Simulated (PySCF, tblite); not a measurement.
# C₇H₄F₂O: dynamics, then NMR shifts on frames, part 2 of 2

tblite 0.8.0 and PySCF 2.14.0. Atoms count from 0. The steps go on from the part before.

### Step 5. NMR shieldings: 625 fs, PBE0/pcSseg-1

The job: settings as JSON, then the geometry in Å.

```
{"job": {"kind": "nmr", "xc": "PBE0", "basis": "pcSseg-1", "pop": false}, "charge": 0, "multiplicity": 1}
C      3.113100    -0.556200     0.054700
C      1.906000    -0.681700     0.348500
C      0.502500    -0.934900     0.231500
O     -0.100700    -2.107000    -0.028700
C     -1.433200    -1.911200     0.138200
C     -1.702500    -0.606800     0.595700
C     -0.481800     0.069000     0.503000
C     -0.105400     1.523700     0.816700
F     -1.105400     2.448000     0.283200
F     -0.127700     1.828000     2.133000
H      4.114700    -0.440100     0.401700
H     -2.112400    -2.748200    -0.017900
H     -2.577300    -0.236200     0.995600
H      0.861300     1.696700     0.435900
```

Method: GIAO PBE0/pcSseg-1 NMR shielding, non-relativistic, gas phase.

The log of the run:

```text
coarse grid: 13344 points
cycle   1  E = -543.0773774230  dE =  1.708e+00  |g| = 8.179e-01  |ddm| = 3.747e+00
cycle   2  E = -542.9206139055  dE =  1.568e-01  |g| = 1.282e+00  |ddm| = 1.495e+00
cycle   3  E = -543.1926138144  dE = -2.720e-01  |g| = 1.793e-01  |ddm| = 9.683e-01
cycle   4  E = -543.1971267611  dE = -4.513e-03  |g| = 1.196e-01  |ddm| = 2.304e-01
cycle   5  E = -543.2006141267  dE = -3.487e-03  |g| = 2.769e-02  |ddm| = 9.620e-02
cycle   6  E = -543.2007632535  dE = -1.491e-04  |g| = 8.863e-03  |ddm| = 2.749e-02
cycle   7  E = -543.2007785702  dE = -1.532e-05  |g| = 3.327e-03  |ddm| = 9.941e-03
cycle   8  E = -543.2007811292  dE = -2.559e-06  |g| = 8.851e-04  |ddm| = 3.503e-03
final grid: 134360 points
cycle   9  E = -543.2858362915  dE = -4.491e-05  |g| = 1.056e-02  |ddm| = 4.020e-02
cycle  10  E = -543.2858035183  dE =  3.277e-05  |g| = 1.738e-02  |ddm| = 1.924e-02
cycle  11  E = -543.2858564908  dE = -5.297e-05  |g| = 2.102e-03  |ddm| = 1.249e-02
cycle  12  E = -543.2858575096  dE = -1.019e-06  |g| = 5.794e-04  |ddm| = 2.321e-03
cycle  13  E = -543.2858575798  dE = -7.020e-08  |g| = 1.883e-04  |ddm| = 6.240e-04
cycle  14  E = -543.2858575853  dE = -5.503e-09  |g| = 1.189e-04  |ddm| = 2.235e-04
cycle  15  E = -543.2858575888  dE = -3.462e-09  |g| = 2.278e-05  |ddm| = 9.683e-05
cycle  16  E = -543.2858575889  dE = -1.169e-10  |g| = 8.762e-06  |ddm| = 2.590e-05
converged SCF energy = -543.2858575889

GIAO shielding tensors (ppm)
atom      isotropic    diamagn.    paramagn.     s11        s22        s33       span
  0 C       75.290     264.323    -189.033    -13.073     53.652    185.292    198.365
  1 C       95.173     260.006    -164.833    -15.512     11.796    289.235    304.746
  2 C       35.171     256.488    -221.318    -38.017     42.697    100.832    138.849
  3 O       14.184     396.684    -382.499   -155.391    -61.733    259.677    415.068
  4 C       29.661     251.459    -221.798    -43.702     31.208    101.478    145.180
  5 C       62.203     249.531    -187.328    -25.860     46.197    166.272    192.132
  6 C       35.348     263.451    -228.103    -52.278     19.695    138.629    190.907
  7 C       58.121     236.947    -178.826     40.093     45.826     88.443     48.350
  8 F      265.621     472.342    -206.720     98.711    319.287    378.866    280.155
  9 F      286.123     469.124    -183.001    173.464    301.248    383.657    210.193
 10 H       26.710      29.517      -2.807     21.869     24.704     33.555     11.686
 11 H       23.556      28.461      -4.905     20.487     24.580     25.600      5.113
 12 H       24.838      32.444      -7.606     22.895     24.120     27.500      4.605
 13 H       24.860      29.403      -4.543     22.110     24.650     27.820      5.710
```

Run time: 50 s. Hardware: 1 thread of Arm Neoverse N1, shared host; peak memory 0.84 GiB.

Key values: δ C4 157.3, C2 151.8, C6 151.6, C7 128.8, H11 8.16, H12 6.88 ppm.

### Step 6. Shielding tensors: 800 fs, PBE0/pcSseg-1

The job: settings as JSON, then the geometry in Å.

```
{"job": {"kind": "nmr", "xc": "PBE0", "basis": "pcSseg-1", "pop": false}, "charge": 0, "multiplicity": 1}
C      3.252800    -1.016800     0.064400
C      2.098500    -0.982100     0.382000
C      0.635200    -0.859800     0.443000
O     -0.103000    -1.981400     0.463100
C     -1.439600    -1.700100     0.417900
C     -1.542500    -0.385400     0.642600
C     -0.269600     0.186500     0.691300
C     -0.034100     1.694200     0.937300
F     -1.000800     2.529600     0.383500
F      0.033100     2.015800     2.279900
H      4.257000    -1.047800    -0.186800
H     -1.973200    -2.540300     0.154900
H     -2.494800     0.188400     0.614900
H      0.941000     1.993200     0.508200
```

Method: GIAO PBE0/pcSseg-1 NMR shielding, non-relativistic, gas phase.

The log of the run:

```text
coarse grid: 13344 points
cycle   1  E = -543.0845315447  dE =  1.845e+00  |g| = 8.372e-01  |ddm| = 3.803e+00
cycle   2  E = -542.9437045657  dE =  1.408e-01  |g| = 1.265e+00  |ddm| = 1.534e+00
cycle   3  E = -543.2070704221  dE = -2.634e-01  |g| = 1.524e-01  |ddm| = 9.482e-01
cycle   4  E = -543.2107646294  dE = -3.694e-03  |g| = 9.098e-02  |ddm| = 2.226e-01
cycle   5  E = -543.2126528323  dE = -1.888e-03  |g| = 2.295e-02  |ddm| = 7.918e-02
cycle   6  E = -543.2127523416  dE = -9.951e-05  |g| = 9.667e-03  |ddm| = 2.447e-02
cycle   7  E = -543.2127731296  dE = -2.079e-05  |g| = 2.947e-03  |ddm| = 1.034e-02
cycle   8  E = -543.2127751140  dE = -1.984e-06  |g| = 4.885e-04  |ddm| = 3.138e-03
final grid: 134360 points
cycle   9  E = -543.2982494113  dE = -4.079e-05  |g| = 1.117e-02  |ddm| = 5.054e-02
cycle  10  E = -543.2982101920  dE =  3.922e-05  |g| = 1.868e-02  |ddm| = 2.065e-02
cycle  11  E = -543.2982715217  dE = -6.133e-05  |g| = 2.087e-03  |ddm| = 1.319e-02
cycle  12  E = -543.2982725366  dE = -1.015e-06  |g| = 4.952e-04  |ddm| = 2.381e-03
cycle  13  E = -543.2982725826  dE = -4.593e-08  |g| = 1.681e-04  |ddm| = 5.564e-04
cycle  14  E = -543.2982725873  dE = -4.691e-09  |g| = 8.169e-05  |ddm| = 1.836e-04
cycle  15  E = -543.2982725888  dE = -1.563e-09  |g| = 2.004e-05  |ddm| = 8.449e-05
cycle  16  E = -543.2982725889  dE = -8.936e-11  |g| = 6.224e-06  |ddm| = 1.876e-05
converged SCF energy = -543.2982725889

GIAO shielding tensors (ppm)
atom      isotropic    diamagn.    paramagn.     s11        s22        s33       span
  0 C       91.856     258.587    -166.731     17.948     46.663    210.955    193.007
  1 C      108.511     253.465    -144.954     12.033     17.757    295.743    283.710
  2 C       40.634     253.081    -212.446    -24.574     36.840    109.638    134.212
  3 O       -5.999     397.030    -403.030   -158.308    -78.462    218.772    377.081
  4 C       38.194     253.133    -214.939    -31.433     34.023    111.992    143.424
  5 C       71.510     251.087    -179.577     -8.253     59.490    163.293    171.546
  6 C       50.463     262.191    -211.728    -16.886     35.264    133.010    149.896
  7 C       62.431     235.937    -173.506     41.995     56.440     88.857     46.861
  8 F      299.087     471.832    -172.746    170.975    346.638    379.647    208.672
  9 F      278.023     468.582    -190.560    154.580    320.652    358.836    204.256
 10 H       29.068      33.228      -4.161     24.564     25.500     37.139     12.575
 11 H       24.548      31.672      -7.124     21.311     24.667     27.666      6.355
 12 H       24.266      29.573      -5.306     20.955     25.519     26.325      5.370
 13 H       24.242      27.798      -3.555     21.618     24.106     27.003      5.386
```

Run time: 50 s. Hardware: 1 thread of Arm Neoverse N1, shared host; peak memory 0.87 GiB.

In short: δ C4 148.7, C2 146.3, C6 136.5, C7 124.5, H13 7.47, H12 7.45 ppm.

### Step 7. NMR shieldings: 1000 fs, PBE0/pcSseg-1

The job: settings as JSON, then the geometry in Å.

```
{"job": {"kind": "nmr", "xc": "PBE0", "basis": "pcSseg-1", "pop": false}, "charge": 0, "multiplicity": 1}
C      3.142300    -0.611900     0.500900
C      1.945000    -0.729400     0.535300
C      0.552400    -0.797100     0.629300
O     -0.020900    -1.961400     0.267300
C     -1.338400    -1.787200     0.443100
C     -1.631400    -0.527000     0.934400
C     -0.341300     0.151500     0.982200
C     -0.049900     1.583700     1.345000
F     -0.606200     2.498900     0.502400
F     -0.489800     1.986200     2.522600
H      4.220900    -0.554000     0.446100
H     -1.915200    -2.684900     0.358100
H     -2.631700    -0.072200     1.116800
H      1.071700     1.691300     1.411500
```

With the program's defaults for keys left out, this is: GIAO PBE0/pcSseg-1 NMR shielding, non-relativistic, gas phase.

The log of the run:

```text
coarse grid: 13344 points
cycle   1  E = -543.1202011056  dE =  1.985e+00  |g| = 7.873e-01  |ddm| = 3.890e+00
cycle   2  E = -543.0388350912  dE =  8.137e-02  |g| = 1.090e+00  |ddm| = 1.360e+00
cycle   3  E = -543.2265304112  dE = -1.877e-01  |g| = 1.266e-01  |ddm| = 7.860e-01
cycle   4  E = -543.2288062277  dE = -2.276e-03  |g| = 7.625e-02  |ddm| = 1.688e-01
cycle   5  E = -543.2300931952  dE = -1.287e-03  |g| = 2.064e-02  |ddm| = 7.054e-02
cycle   6  E = -543.2301813930  dE = -8.820e-05  |g| = 7.112e-03  |ddm| = 2.141e-02
cycle   7  E = -543.2301909197  dE = -9.527e-06  |g| = 3.289e-03  |ddm| = 7.564e-03
cycle   8  E = -543.2301934627  dE = -2.543e-06  |g| = 4.604e-04  |ddm| = 2.996e-03
final grid: 134360 points
cycle   9  E = -543.3138581232  dE = -3.676e-05  |g| = 1.035e-02  |ddm| = 7.159e-02
cycle  10  E = -543.3138248885  dE =  3.323e-05  |g| = 1.719e-02  |ddm| = 1.971e-02
cycle  11  E = -543.3138769886  dE = -5.210e-05  |g| = 1.990e-03  |ddm| = 1.232e-02
cycle  12  E = -543.3138779341  dE = -9.454e-07  |g| = 4.370e-04  |ddm| = 2.226e-03
cycle  13  E = -543.3138779737  dE = -3.966e-08  |g| = 1.363e-04  |ddm| = 5.126e-04
cycle  14  E = -543.3138779779  dE = -4.173e-09  |g| = 3.992e-05  |ddm| = 1.549e-04
cycle  15  E = -543.3138779781  dE = -2.535e-10  |g| = 1.980e-05  |ddm| = 4.146e-05
converged SCF energy = -543.3138779781

GIAO shielding tensors (ppm)
atom      isotropic    diamagn.    paramagn.     s11        s22        s33       span
  0 C       89.981     261.362    -171.381     18.318     51.515    200.111    181.793
  1 C      110.624     244.954    -134.330     13.402     19.176    299.296    285.893
  2 C       47.602     255.856    -208.254    -14.051     50.572    106.285    120.336
  3 O       28.633     396.445    -367.811    -93.831    -58.252    237.984    331.815
  4 C       34.694     249.273    -214.579    -43.575     37.916    109.741    153.316
  5 C       62.562     251.834    -189.273    -21.793     55.878    153.600    175.393
  6 C       52.365     263.949    -211.584    -21.170     32.654    145.610    166.780
  7 C       71.857     232.083    -160.226     55.626     64.764     95.182     39.555
  8 F      291.302     472.354    -181.052    175.280    337.132    361.495    186.215
  9 F      309.606     466.410    -156.804    210.346    319.097    399.376    189.030
 10 H       27.514      32.751      -5.237     23.413     24.222     34.907     11.494
 11 H       24.255      28.838      -4.583     21.050     25.257     26.458      5.408
 12 H       23.765      29.249      -5.484     21.166     24.348     25.782      4.616
 13 H       24.070      26.783      -2.713     20.025     24.052     28.134      8.109
```

It took 47 s on 1 thread of Arm Neoverse N1, shared host; peak memory 0.86 GiB.

In short: δ C4 152.2, C2 139.3, C6 134.6, C5 124.4, H12 7.95, H13 7.65 ppm.

### Step 8. Side by side: NMR shifts

Shifts (ppm) of some atoms, chosen among heavy atoms and hydrogens apart, with basis size and wall time:

```csv
frame,C6,C7,H12,H10,O3,F9,F8,functions,time
250 fs,137.1,119.5,6.76,2.10,338.2,-75.8,-143.1,190,49 s
425 fs,139.2,111.9,7.01,5.11,325.4,-131.0,-124.1,190,50 s
625 fs,151.6,128.8,6.88,5.01,321.9,-115.2,-94.7,190,50 s
800 fs,136.5,124.5,7.45,2.65,342.1,-107.1,-128.1,190,50 s
1000 fs,134.6,115.1,7.95,4.20,307.4,-138.7,-120.4,190,47 s
```

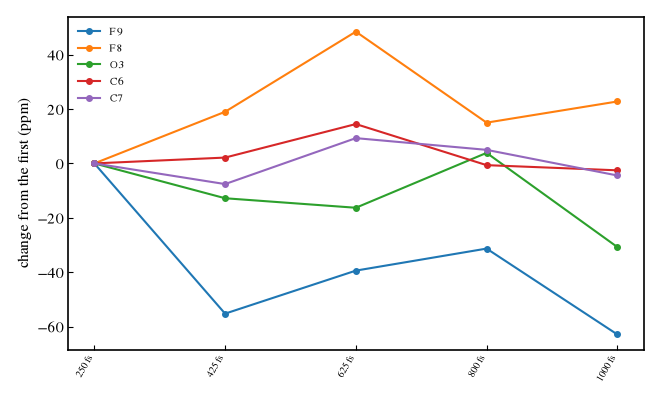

How five of the tabulated atoms move from run to run.

### Step 9. Summary of results

This closing draws on all 2 parts.

```
                                        quantity                                              value
                                      thermostat                                              400 K
                   mean temperature, second half                                              376 K
         mean potential energy above the minimum                                            0.60 eV
  13C shifts against TMS (PBE0/pcSseg-1, 250 fs)  151.9, 151.0, 137.1, 119.5, 114.6, 96.1, 81.5 ppm
   1H shifts against TMS (PBE0/pcSseg-1, 250 fs)                         7.48, 7.27, 6.76, 2.10 ppm
  17O shifts against H2O (PBE0/pcSseg-1, 250 fs)                                          338.2 ppm
19F shifts against CFCl3 (PBE0/pcSseg-1, 250 fs)                                  -75.8, -143.1 ppm
                        range of the shift of F9                                -138.7 to -75.8 ppm
```

**Reading.** In the second half the potential energy averages 0.60 eV above the minimum; equipartition over 36 harmonic modes at 400 K would give 0.62 eV. With 14 atoms the temperature swings widely (204 to 601 K). Shifts at one fixed geometry are not the observed spectrum, which averages over the motion. In the first frame run (250 fs): Shielding is most anisotropic at O3 (span 338 ppm, paramagnetic term -400 ppm). NICS(1)zz of -24 ppm above the planar ring from C2 marks a diatropic (aromatic) ring current. In ppm, F9 moves most: its shift spreads over 62.9 ppm, from -138.7 (1000 fs) to -75.8 (250 fs).
